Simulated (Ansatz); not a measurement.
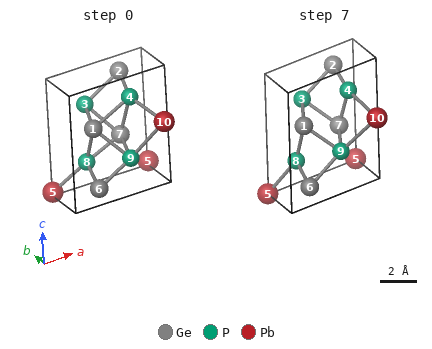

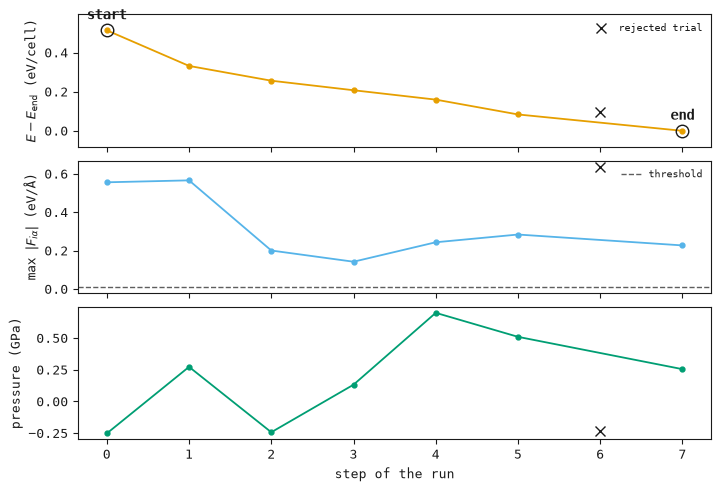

First and last geometry of a relaxation of crystalline Ge₂P₂Pb (built on the K2Te2Pd-71 type type), with the history of the run. A ball-and-stick model of the cell of the calculation, reduced to other axes, seen slightly off an axis. Lengths and directions refer to the drawn axes.

Case: shaken.

Computed with DFT, PBEsol, plane waves, PAW (Ansatz). Settings: plane-wave cutoff 420 eV; k-point mesh 6 × 6 × 6; occupations fermi dirac; smearing width 0.05 eV; no spin polarisation; cell and atoms relaxed; force threshold 0.01 eV/Å; at most 120 steps.

What do the curves and the structures tell?

Answer. The run was cut off at its time limit before the relaxation converged, so the last structure is only a point on the way. Over 6 accepted moves (7 points after the start) the energy falls by 0.514 eV per cell of the calculation. Largest force component: 0.56 eV/Å at the start, 0.23 eV/Å at the end. Pressure: −0.25 GPa at the start and 0.26 GPa at the end. The line search rejected the trial step at point 6 of the run. Ge7 moves most relative to the cell: 0.45 Å along [3 −2 1]. Largest moves by element: Ge 0.45 Å, P 0.44 Å, Pb 0.21 Å. The drawn cell changes as follows: a 5.959 → 5.639 Å (−5.4 %), b 5.965 → 6.191 Å (+3.8 %), c 6.677 → 6.879 Å (+3.0 %), α 74.9° → 73.9°, β 74.3° → 69.3°, γ 82.5° → 80.5°; the volume changes by −2.3 %. Some distances before and after: Ge7–P8 3.640 → 2.684 Å, Ge1–P4 3.529 → 2.578 Å, Ge7–P8 (another image) 2.586 → 3.288 Å, Ge1–P4 (another image) 2.819 → 3.375 Å. New bonds form: Ge1–P4 (3.53 → 2.58 Å), Ge7–P8 (3.64 → 2.68 Å). Among the angles between lasting bonds that change: Ge2–P4–Pb10 149.4° → 167.7°, Ge6–P9–Ge7 112.2° → 126.4°, Pb5–P9–Ge6 100.0° → 88.3°. The space group stays P1 (No. 1). Cost: 25 min on 2 threads of Intel(R) Xeon(R) Processor @ 2.50GHz (Skylake/Cascade Lake) (shared host), peak memory 1.3 GiB.

Limits of the set-up: layers or molecules are held without a dispersion correction, so their spacing is unreliable.
